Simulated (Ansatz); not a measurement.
# C2H4BO (charge +1): molecular dynamics

Purpose: to follow the molecule's vibrations and see whether its bonds hold. The start is relaxed first. Runs: 500 steps of 0.5 fs under a Langevin thermostat at 500 K. SMILES of the start: CB=C=[OH+].

Method: RKS r2SCANh-D4/STO-3G, in Ansatz 0.2.0.

**1. The structure to begin with**

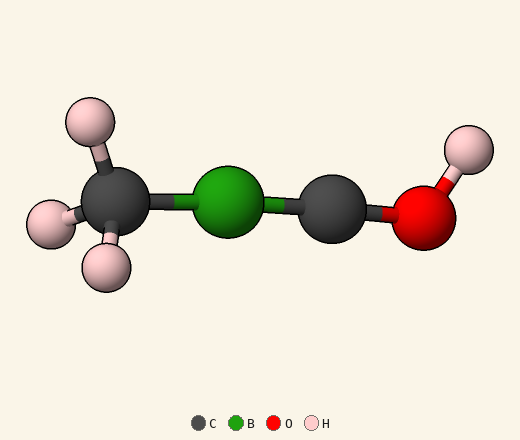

Start, viewed from a chosen angle; carbon dark grey, boron green, oxygen red, hydrogen pink.

Structure file:

```xyz
8

C     0.4402    1.3700   -0.3747
B    -0.0262   -0.0056   -0.0237
C    -0.4792   -1.2979    0.2276
O    -0.8879   -2.4404    0.4166
H     0.7336    1.9931    0.4697
H     1.3099    1.3122   -1.0458
H    -0.2853    1.9149   -0.9900
H    -0.8052   -2.8464    1.3205
```

**2. Preparing the start**

Input file input.yaml:

```yaml
crystal:
  periodic: [false, false, false]
  atoms:
    - { symbol: C, position_ang: [0.44025, 1.37003, -0.37469] }
    - { symbol: B, position_ang: [-0.02624, -0.00558, -0.02374] }
    - { symbol: C, position_ang: [-0.47918, -1.29793, 0.22756] }
    - { symbol: O, position_ang: [-0.88786, -2.44039, 0.41658] }
    - { symbol: H, position_ang: [0.7336, 1.99311, 0.4697] }
    - { symbol: H, position_ang: [1.30986, 1.31225, -1.04584] }
    - { symbol: H, position_ang: [-0.28526, 1.91492, -0.99005] }
    - { symbol: H, position_ang: [-0.80517, -2.84642, 1.32048] }
total_charge: 1
basis:
  gaussian: { orbitals: STO-3G }
hamiltonian:
  xc: r2scanh
  dispersion: d4
relax:
  f_tol: 0.02
  max_steps: 40
scf:
  lower_state_search: "off"
```

Run with:

```sh
ansatz run input.yaml --threads 1 --pin off --max-ram 2048MiB --backend cpu --events-out ev --progress --plain --runs-dir out
```

The program printed, cut to the lines that bear on the results:

```text
Warning: RAYON_NUM_THREADS=1 ignored (pool sized by the plan → 1); use --threads N
[...]
Functional definition: r2SCANh
[...]
353 factors; integrals over basis functions are off by at most 1.7e-5 eV
[...]
mean field -4787.22520187 eV, -175.9272812708 hartree, gradient 1.1e-6 eV, S^2 0.000000; 0 other end points of the search recorded, 0 dependent functions left out
[...]
reference -4787.22520692 eV, -175.9272814565 hartree; 14, 14 occupied and 10, 10 virtual orbitals, 353 factors
relax step   1: F+E_penalty+E_count = -4787.24805903 eV  Δ(F+E_penalty+E_count) = +0.000e0 eV  max|allowed force component| = 4.187e0 eV/Å  Δτ_max = 0.0000 Å  (14 SCF iters, accepted)
[...]
relax step   4: F+E_penalty+E_count = -4787.49794489 eV  Δ(F+E_penalty+E_count) = -6.355e-3 eV  max|allowed force component| = 2.370e-1 eV/Å  Δτ_max = 0.0365 Å  (20 SCF iters, accepted)
[...]
relax step   7: F+E_penalty+E_count = -4787.53211403 eV  Δ(F+E_penalty+E_count) = -1.527e-2 eV  max|allowed force component| = 9.023e-1 eV/Å  Δτ_max = 0.1591 Å  (26 SCF iters, accepted)
[...]
relax step  10: F+E_penalty+E_count = -4787.55287091 eV  Δ(F+E_penalty+E_count) = -1.383e-3 eV  max|allowed force component| = 2.638e-1 eV/Å  Δτ_max = 0.0163 Å  (22 SCF iters, accepted)
[...]
relax step  12: F+E_penalty+E_count = -4787.55074667 eV  Δ(F+E_penalty+E_count) = +3.317e-3 eV  max|allowed force component| = 2.655e-1 eV/Å  Δτ_max = 0.0507 Å  (20 SCF iters, rejected (line search))
[...]
relax step  13: F+E_penalty+E_count = -4787.55501569 eV  Δ(F+E_penalty+E_count) = -9.522e-4 eV  max|allowed force component| = 1.902e-2 eV/Å  Δτ_max = 0.0253 Å  (22 SCF iters, accepted)
Total energy: -4787.55502076 eV, -175.9394018915 hartree
Atom 0 at     0.419856     1.391230    -0.430589 Å, force    -0.019021     0.013949    -0.006796 eV/Å
Atom 1 at    -0.128462     0.028823    -0.111758 Å, force    -0.012510    -0.005044     0.007859 eV/Å
Atom 2 at    -0.362435    -1.253848     0.464936 Å, force     0.015794    -0.000407    -0.004656 eV/Å
Atom 3 at    -1.021815    -2.370002     0.445098 Å, force     0.002804    -0.016732     0.016322 eV/Å
Atom 4 at     0.685678     1.957351     0.481234 Å, force     0.005904    -0.003340    -0.005183 eV/Å
Atom 5 at     1.367480     1.252208    -0.997723 Å, force     0.014423    -0.001518     0.003834 eV/Å
Atom 6 at    -0.253460     1.990449    -1.065283 Å, force     0.002483     0.001678     0.002447 eV/Å
Atom 7 at    -0.706842    -2.996220     1.214084 Å, force    -0.009878     0.011414    -0.013828 eV/Å
Dipole moment:     0.087908    -0.297521     0.251087 e Å
Checks for a lower state left out: stability, starts, cluster_reference, orbital_swaps, neighbouring_geometries, increment
```

It took 15 s on 1 thread of Arm Neoverse V2, shared host; peak memory 0.11 GiB.

The steps of the relaxation:

```
step  energy from step 1 (eV)  largest force component (eV/Å)
   1                   0.0000                          4.1867
   2                  -0.2098                          1.0130
   3                  -0.2435                          0.3711
   4                  -0.2499                          0.2370
   5                  -0.2552                          0.1956
   6                  -0.2688                          0.4462
   7                  -0.2841                          0.9023
  8x                  -0.2339                          0.9258
   9                  -0.3034                          0.4883
  10                  -0.3048                          0.2638
  11                  -0.3060                          0.1200
 12x                  -0.3027                          0.2655
  13                  -0.3070                          0.0190
```

Step 1 is the start. 2 steps were tried and not accepted (8, 12; marked x where the table lists them).

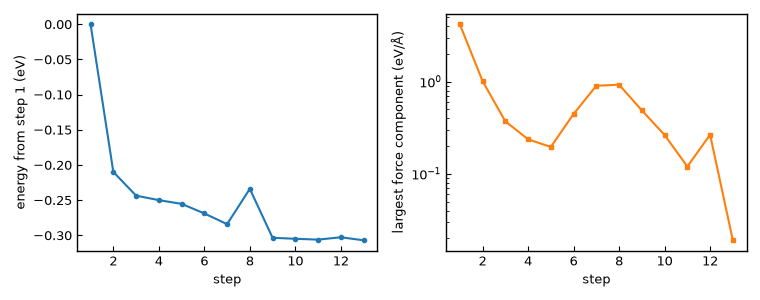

Energy and largest force along the relaxation.

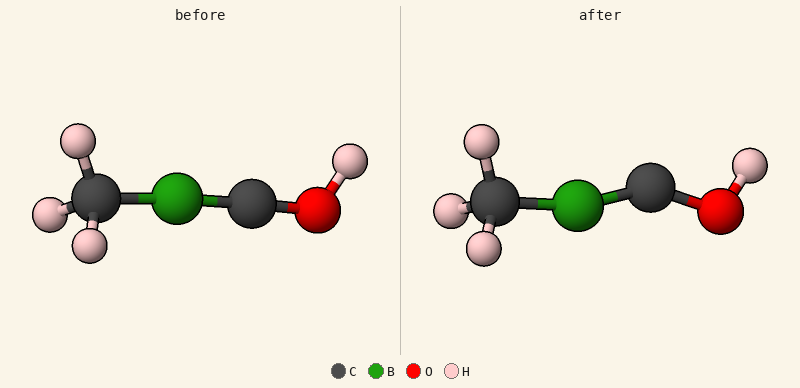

Before and after, at one scale.

After: Bond lengths: C1–B2 1.503 Å, B2–C3 1.426 Å, C3–O4 1.297 Å, C1–H5 1.106 Å, C1–H6 1.113 Å, C1–H7 1.102 Å, O4–H8 1.041 Å. Angles: C1–B2–C3 164.0°, B2–C1–H5 112.1°, B2–C1–H6 107.8°, B2–C1–H7 113.1°, H5–C1–H6 106.2°, H5–C1–H7 110.1°, H6–C1–H7 107.1°, B2–C3–O4 148.4°, C3–O4–H8 110.7°.

**3. The run**

500 steps of 0.5 fs under a Langevin thermostat at 500 K, from the relaxed start.

Input file input.yaml:

```yaml
crystal:
  periodic: [false, false, false]
  atoms:
    - { symbol: C, position_ang: [0.419856, 1.39123, -0.430589] }
    - { symbol: B, position_ang: [-0.128462, 0.028823, -0.111758] }
    - { symbol: C, position_ang: [-0.362435, -1.253848, 0.464936] }
    - { symbol: O, position_ang: [-1.021815, -2.370002, 0.445098] }
    - { symbol: H, position_ang: [0.685678, 1.957351, 0.481234] }
    - { symbol: H, position_ang: [1.36748, 1.252208, -0.997723] }
    - { symbol: H, position_ang: [-0.25346, 1.990449, -1.065283] }
    - { symbol: H, position_ang: [-0.706842, -2.99622, 1.214084] }
total_charge: 1
basis:
  gaussian: { orbitals: STO-3G }
hamiltonian:
  xc: r2scanh
  dispersion: d4
md:
  timestep: 0.5
  n_steps: 500
  ensemble: nvt_langevin
  temperature: 500.0
  initial_velocities: maxwell_boltzmann
  seed: 428166
  friction: 0.005
scf:
  lower_state_search: "off"
```

Run with:

```sh
ansatz run input.yaml --threads 1 --pin off --max-ram 2048MiB --backend cpu --events-out ev --progress --plain --runs-dir out
```

The program printed, cut to the lines that bear on the results:

```text
Warning: RAYON_NUM_THREADS=1 ignored (pool sized by the plan → 1); use --threads N
[...]
[... 1 set-up line as earlier in the session ...]
[...]
352 factors; integrals over basis functions are off by at most 1.9e-5 eV
[...]
mean field -4787.53217035 eV, -175.9385621546 hartree, gradient 3.9e-6 eV, S^2 0.000000; 0 other end points of the search recorded, 0 dependent functions left out
[...]
reference -4787.53217542 eV, -175.9385623408 hartree; 14, 14 occupied and 10, 10 virtual orbitals, 352 factors
md step     0: t =     0.00 fs  T =   437.5 K  F+E_penalty+E_count = -4787.55499730 eV  E_kin = 0.452410 eV  (13 SCF iters)
[...]
md step    25: t =    12.50 fs  T =   238.8 K  F+E_penalty+E_count = -4787.35351775 eV  E_kin = 0.246945 eV  (22 SCF iters)
[...]
md step    50: t =    25.00 fs  T =   246.8 K  F+E_penalty+E_count = -4787.37307996 eV  E_kin = 0.255253 eV  (21 SCF iters)
[...]
md step    75: t =    37.50 fs  T =   230.0 K  F+E_penalty+E_count = -4787.21970054 eV  E_kin = 0.237792 eV  (23 SCF iters)
[...]
md step    98: t =    49.00 fs  T =   415.4 K  F+E_penalty+E_count = -4787.40569822 eV  E_kin = 0.429592 eV  (22 SCF iters)
md step    99: t =    49.50 fs  T =   396.4 K  F+E_penalty+E_count = -4787.39894222 eV  E_kin = 0.409867 eV  (22 SCF iters)
```

**4. The log goes on: dynamics from the start**

Output, continued, cut to the lines that bear on the results:

```text
md step   100: t =    50.00 fs  T =   367.9 K  F+E_penalty+E_count = -4787.38062235 eV  E_kin = 0.380447 eV  (22 SCF iters)
[...]
md step   132: t =    66.00 fs  T =   286.7 K  F+E_penalty+E_count = -4787.22310750 eV  E_kin = 0.296436 eV  (23 SCF iters)
[...]
md step   164: t =    82.00 fs  T =   380.0 K  F+E_penalty+E_count = -4787.23316134 eV  E_kin = 0.392940 eV  (21 SCF iters)
[...]
md step   196: t =    98.00 fs  T =   435.7 K  F+E_penalty+E_count = -4787.31227557 eV  E_kin = 0.450573 eV  (22 SCF iters)
[...]
md step   228: t =   114.00 fs  T =   241.2 K  F+E_penalty+E_count = -4787.21635918 eV  E_kin = 0.249368 eV  (22 SCF iters)
md step   229: t =   114.50 fs  T =   235.7 K  F+E_penalty+E_count = -4787.20937253 eV  E_kin = 0.243739 eV  (23 SCF iters)
```

**5. The log goes on: dynamics from the start**

The log, continued, cut to the lines that bear on the results:

```text
md step   230: t =   115.00 fs  T =   261.2 K  F+E_penalty+E_count = -4787.21896050 eV  E_kin = 0.270052 eV  (23 SCF iters)
[...]
md step   257: t =   128.50 fs  T =   490.1 K  F+E_penalty+E_count = -4787.31773940 eV  E_kin = 0.506762 eV  (23 SCF iters)
[...]
md step   284: t =   142.00 fs  T =   408.7 K  F+E_penalty+E_count = -4787.24101057 eV  E_kin = 0.422599 eV  (23 SCF iters)
[...]
md step   311: t =   155.50 fs  T =   338.3 K  F+E_penalty+E_count = -4787.27377283 eV  E_kin = 0.349807 eV  (22 SCF iters)
[...]
md step   499: t =   249.50 fs  T =   229.4 K  F+E_penalty+E_count = -4787.33694204 eV  E_kin = 0.237240 eV  (22 SCF iters)
[...]
md step   500: t =   250.00 fs  T =   220.8 K  F+E_penalty+E_count = -4787.34833047 eV  E_kin = 0.228302 eV  (22 SCF iters)
Total energy: -4787.34833556 eV, -175.9318063506 hartree
Atom 0 at     0.208534     1.029207    -0.359747 Å, force    -1.874441     0.265533    -0.620823 eV/Å
Atom 1 at     0.091234    -0.386146     0.153384 Å, force     0.075108     0.857235    -0.541693 eV/Å
Atom 2 at     0.291939    -1.615524     0.826396 Å, force    -0.294316    -2.659552     0.532328 eV/Å
Atom 3 at     0.095899    -2.931820     0.816598 Å, force    -0.060454     1.973121    -0.465362 eV/Å
Atom 4 at    -0.431339     1.772567     0.180802 Å, force    -0.436406    -0.666855     0.069290 eV/Å
Atom 5 at     1.157692     1.458691    -0.094390 Å, force     1.674578     0.204961    -0.261906 eV/Å
Atom 6 at    -0.074994     1.160061    -1.448792 Å, force     0.655639    -0.276172     1.046973 eV/Å
Atom 7 at     0.481374    -3.407713     1.651991 Å, force     0.260291     0.301729     0.241193 eV/Å
Dipole moment:     0.079804    -0.183075     0.325886 e Å
Checks for a lower state left out: stability, starts, cluster_reference, orbital_swaps, neighbouring_geometries, increment
```

It took 7.8 min on 1 thread of Arm Neoverse V2, shared host; peak memory 0.081 GiB.

**6. What the atoms did**

One step in 36; energies are changes from step 0:

```
time (fs)  T (K)  potential energy change (meV/atom)
      0.0    438                                 0.0
     18.0    246                                24.1
     36.0    243                                39.7
     54.0    303                                36.0
     72.0    364                                35.5
     90.0    336                                49.9
    108.0    406                                31.9
    126.0    352                                43.3
    144.0    382                                39.5
    162.0    325                                40.0
    180.0    355                                36.2
    198.0    306                                19.9
    216.0    151                                38.8
    234.0    179                                25.9
    250.0    221                                25.8
```

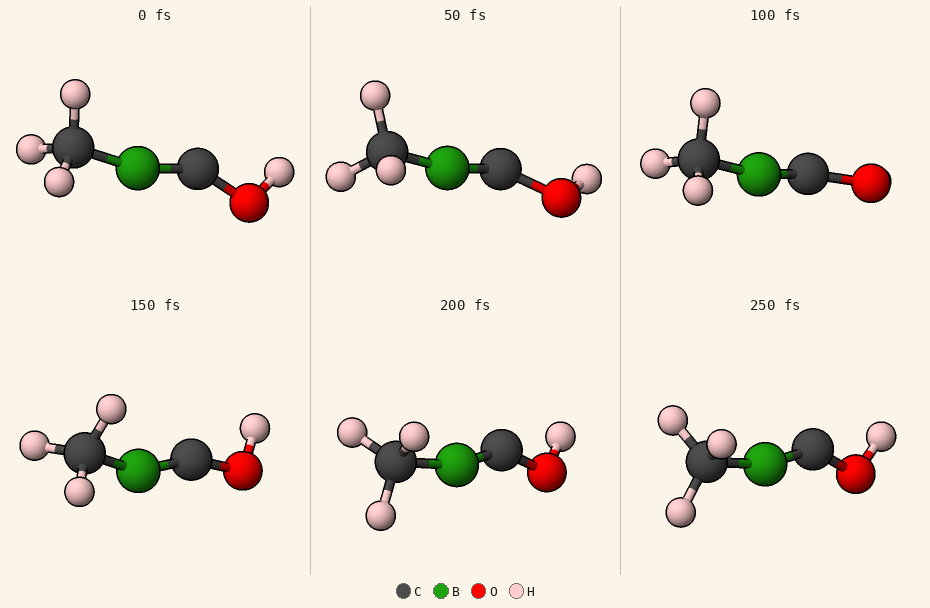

The system at six times, viewed from a chosen angle. Sticks join atoms within a bonding distance in each frame.

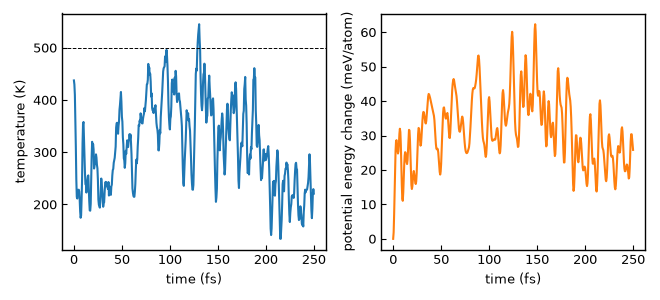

Time series of the run, each on its own scale. The dashed line is the set temperature.

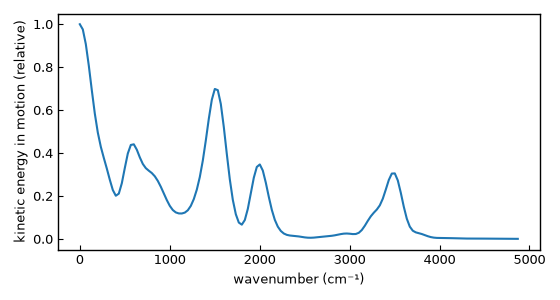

Power spectrum of the mass-weighted velocities; a run of 250 fs resolves no finer than about 270 cm⁻¹.

Maxima of the velocity power spectrum (cm⁻¹, relative height; resolution about 270 cm⁻¹): 600 (44), 1500 (70), 2000 (35), 3500 (31).

**7. Positions and forces**

Positions (Å) and forces (eV/Å):

```xyz
8
time_fs=31.0 T=202 dE=0.2887
C     0.390    1.421   -0.445    1.946   -0.529    1.380
B    -0.051    0.005   -0.160   -0.616   -0.846    0.861
C    -0.182   -1.312    0.512   -0.838   -1.248   -0.583
O    -1.078   -2.306    0.559    0.399    2.659   -1.188
H     0.948    1.773    0.508   -0.711   -0.299   -1.503
H     1.117    1.491   -1.303   -0.510    0.034    0.541
H    -0.471    2.056   -0.612   -0.559    0.632   -0.352
H    -0.767   -3.158    1.018    0.889   -0.404    0.844
8
time_fs=62.5 T=215 dE=0.3680
C     0.346    1.409   -0.416   -0.060   -1.206   -1.018
B    -0.103   -0.010   -0.023    0.914    3.811   -1.059
C    -0.061   -1.352    0.353   -0.403   -1.198    0.840
O    -0.917   -2.272    0.656    0.641   -1.894    0.921
H     1.066    1.972    0.254   -0.784   -0.652   -0.698
H     0.908    1.078   -1.377   -0.122    0.595    0.989
H    -0.496    2.027   -0.825    0.539   -0.125    0.728
H    -0.415   -3.055    1.185   -0.726    0.669   -0.703
8
time_fs=94.0 T=462 dE=0.2274
C     0.297    1.337   -0.558    0.185    2.996   -0.882
B    -0.122   -0.002   -0.164    0.193   -1.521    1.114
C    -0.074   -1.352    0.313   -0.010    0.410   -1.020
O    -0.710   -2.380    0.762   -0.996    0.457    0.141
H     0.640    1.824    0.396   -0.274   -0.207    0.145
H     1.201    1.496   -1.209   -0.859   -0.590    0.067
H    -0.562    2.011   -0.893    1.017   -0.833    0.224
H    -0.185   -3.241    0.621    0.745   -0.712    0.211
8
time_fs=125.0 T=274 dE=0.4341
C     0.225    1.423   -0.504   -2.534   -2.168   -0.270
B    -0.021   -0.076   -0.229    0.023   -2.216    0.558
C    -0.039   -1.450    0.279    0.469    4.045   -0.959
O    -0.491   -2.511    0.832   -1.015   -0.411   -0.265
H     0.227    1.877    0.490    0.663    0.693    0.362
H     1.165    1.471   -1.061    0.393    0.851   -0.128
H    -0.699    1.800   -1.034    1.315    0.102    0.059
H     0.213   -2.856    1.480    0.686   -0.895    0.641
8
time_fs=156.0 T=296 dE=0.3065
C     0.108    1.259   -0.411    1.367    2.356    0.819
B    -0.080   -0.165   -0.210   -0.155   -3.676    1.595
C    -0.016   -1.422    0.522    0.663    2.646   -1.274
O    -0.273   -2.641    0.805    0.551   -1.361    1.159
H     0.035    1.709    0.640   -0.127   -0.224   -1.079
H     1.111    1.617   -0.771   -0.302   -0.634    0.305
H    -0.599    1.710   -1.083   -0.995    0.596   -0.520
H     0.382   -2.975    1.593   -1.002    0.297   -1.004
8
time_fs=187.5 T=440 dE=0.1270
C     0.067    1.205   -0.395    0.888    0.898    0.731
B    -0.114   -0.201    0.062   -0.063   -0.763    0.149
C     0.120   -1.473    0.663   -0.162    1.511   -0.189
O    -0.136   -2.719    0.833    0.538   -1.062    0.875
H    -0.226    2.007    0.323   -0.140   -0.519    0.232
H     1.186    1.341   -0.421   -0.489    0.058   -0.490
H    -0.419    1.482   -1.330    0.011   -0.159   -0.614
H     0.474   -3.089    1.620   -0.584    0.037   -0.694
8
time_fs=219.0 T=225 dE=0.2062
C     0.138    1.136   -0.412    0.682   -2.132   -1.393
B     0.009   -0.287    0.161   -0.361    1.461   -0.308
C     0.207   -1.512    0.848    0.513   -0.356   -0.331
O    -0.005   -2.788    0.803   -1.194    0.507   -0.888
H    -0.540    1.775    0.150   -0.401    0.757    0.209
H     1.186    1.469   -0.347   -0.010    0.397    0.393
H    -0.112    1.134   -1.518   -0.229    0.147    1.161
H     0.686   -3.296    1.329    1.000   -0.783    1.158
8
time_fs=250.0 T=221 dE=0.2067
C     0.208    1.029   -0.360   -1.874    0.266   -0.621
B     0.091   -0.386    0.153    0.075    0.857   -0.542
C     0.292   -1.615    0.826   -0.294   -2.660    0.532
O     0.096   -2.932    0.817   -0.060    1.973   -0.465
H    -0.431    1.773    0.181   -0.436   -0.667    0.069
H     1.158    1.459   -0.094    1.675    0.205   -0.262
H    -0.075    1.160   -1.449    0.656   -0.276    1.047
H     0.481   -3.408    1.652    0.260    0.302    0.241
```

**8. What came out**

| quantity | value |
| --- | --- |
| relaxation of the start | 10 moves, 0.307 eV lower |
| length | 500 steps of 0.5 fs |
| temperature, first and last step | 438 and 221 K |
| temperature, second half | mean 304 K, from 134 to 545 K |
| potential energy, second half | +31 meV/atom from the start |
| bonds formed or broken | 0 |

What this shows: Against a set 500 K the second half averages 304 K, going from 274 to 221 K over that half; 31 meV/atom has gone into potential energy, and a thermostat that acts over some 200 fs has not made it up in 250 fs. The bonds all hold. 250 fs on 8 atoms is far too short and small for converged averages. The nuclei move classically, without zero-point motion, which matters most for hydrogen. The basis is very small, so the numbers are rough.
